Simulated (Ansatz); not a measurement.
# Does disorder add resistance in series? Au(111) layers displaced at 300 K

Two lengths of the disordered region are known. What area resistance does the third give?

**Method.** Ansatz 0.2.0, plane waves with PAW datasets at their recommended cutoffs (420 eV for most), Fermi-Dirac smearing; ballistic transmission by layer matching. The area resistance is RA = A (h/2e²)(1/T − 1/N), with T the zone-mean transmission per spin and N the lead's channels, both averaged over a few energies near the Fermi level; for magnets each spin is taken apart, with h/e², and the two conduct in parallel. Lateral cell 2x2, PBE, a fresh random draw for each length. Atoms are displaced independently, by 0.0906 Å r.m.s. per direction; each RA is scaled by the nominal over the drawn mean square displacement.

The runs, with one result withheld:

| length (Å) | channels N | RA (fΩ m²) |
| --- | --- | --- |
| 9.42 | 3.210 | 0.0422 |
| 18.8 | 3.210 | 0.0807 |
| 28.3 | 3.210 | ? |

**Estimate by hand.**

Ohm's law makes RA linear in the length: the slope is (0.0807 − 0.0422)/(18.8 − 9.42) = 4.09×10⁻³ fΩ m² per Å, or 4.1 µΩ cm. Then 0.0807 + 4.09×10⁻³ × 9.42. Predicted: 0.119 fΩ m².

What the run gave:

0.135 fΩ m², so the prediction is 12 % too low. The three lengths together give 4.9 µΩ cm. The two increments are 0.038 and 0.055 fΩ m²; with one draw for each length, their difference can't be told from scatter.

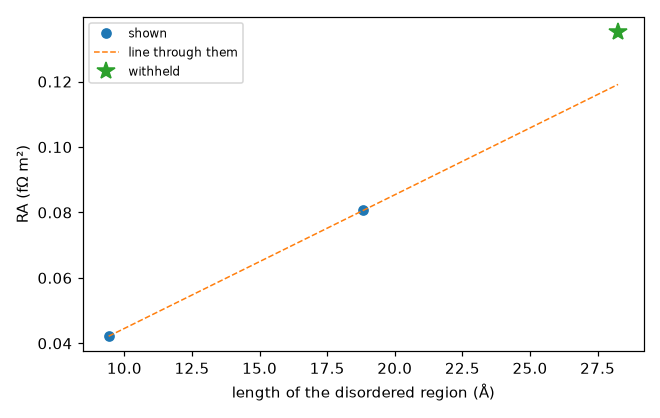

Area resistance against length.

**Limits.** The scatterers repeat sideways with the small cell. The slope is a raw one; a model of isotropic scattering puts it 1.18 times the bulk value over these lengths. Spin-orbit coupling is left out, which matters for Au.
